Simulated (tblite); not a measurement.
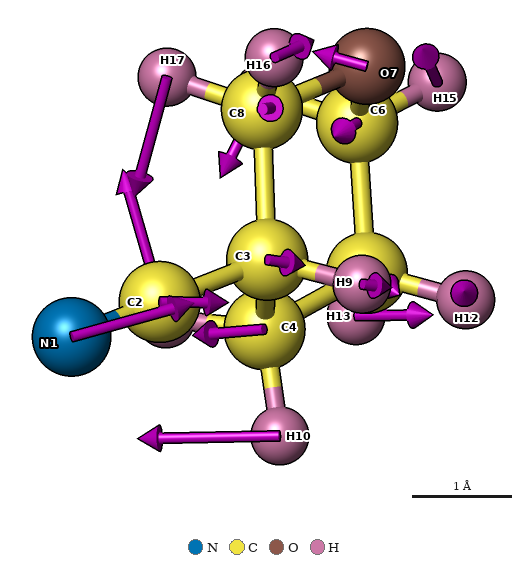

This is a relaxation of C$_{6}$H$_{9}$NO. The starting structure is drawn; purple arrows show the displacements, magnified 20 times. The two geometries are superimposed by the best rigid fit.

A ball-and-stick model, seen from a free direction.

These are results of tblite, GFN2-xTB geometry optimisation, gas phase, not measurements. 

What did the optimiser do to the structure, and how much energy did it gain?

Answer. The atom that moves furthest after the best rigid fit is an H atom (0.079 Å). By element the largest moves are H 0.079 Å, N 0.068 Å, C 0.045 Å, O 0.029 Å. Near-neighbour distances that change, for instance: C–O 1.439 → 1.402 Å, C–N 1.176 → 1.143 Å, C–H 1.106 → 1.094 Å, C–C 1.525 → 1.537 Å. Among the angles between lasting bonds that change: C–C–C 112.0° → 108.8°, C–C–H 112.0° → 109.1°, H–C–H 105.4° → 108.1°. After 41 geometry steps the energy has fallen by 14.1 kJ/mol. The run took 0.77 s on 1 thread of Intel(R) Xeon(R) Processor @ 2.50GHz, on a shared host.
